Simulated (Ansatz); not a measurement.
System: Cl$_{3}$FZr (ZrFCl3).

The calculation's input:

```
crystal:
  periodic: [false, false, false]
  atoms:
    - {symbol: Zr, position_ang: [0.000522, -0.000630, 0.084237]}
    - {symbol: F, position_ang: [0.012219, -0.014926, 1.964656]}
    - {symbol: Cl, position_ang: [2.193056, 0.010953, -0.696636]}
    - {symbol: Cl, position_ang: [-1.107802, 1.905232, -0.661646]}
    - {symbol: Cl, position_ang: [-1.097994, -1.900619, -0.690610]}
basis:
  gaussian: {orbitals: def2-TZVP, initial_orbitals: start.molden}
hamiltonian: {xc: pbe0, dispersion: d4}
scf: {omitted_lower_state_checks: [starts]}
output: {orbitals: {seedname: orbitals}}
```

Launched as:

```sh
ansatz run in.yaml --threads 4 --pin off --events-out ev --progress --plain --max-ram 3916MiB
```

Geometry: PBE0-D4/def2-SVP; core potentials replace the inner electrons of Zr.

Computed with RKS PBE0-D4/def2-TZVP in Ansatz.

### What will maps of the electron density and electron localisation function show?

Zr–F (1.88 Å): ρ at the midpoint is about 1 e/Å³; the ELF peaks at about 0.85 in the valence shell of F, 0.6 Å from its nucleus, and drops to about 0.25 between the two atoms.
Zr–Cl (2.33 Å): ρ at the midpoint is about 0.64 e/Å³; the ELF peaks at about 0.85 in the valence shell of Cl, 0.8 Å from its nucleus, and is about 0.35 at the midpoint.

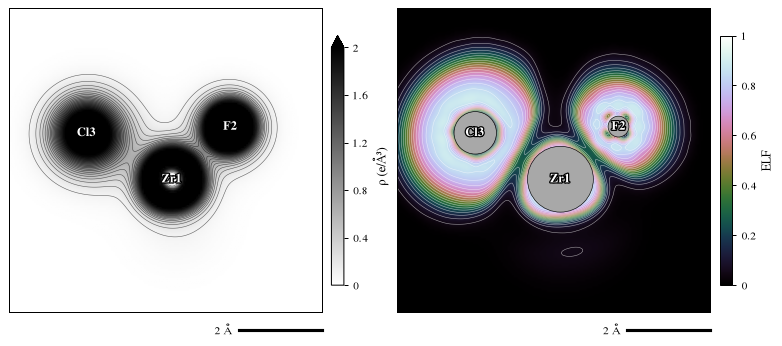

Computed electron density and electron localisation function on the plane of atoms F2, Zr1 and Cl3, in this order. Grey discs cover the atomic cores in the ELF map. 
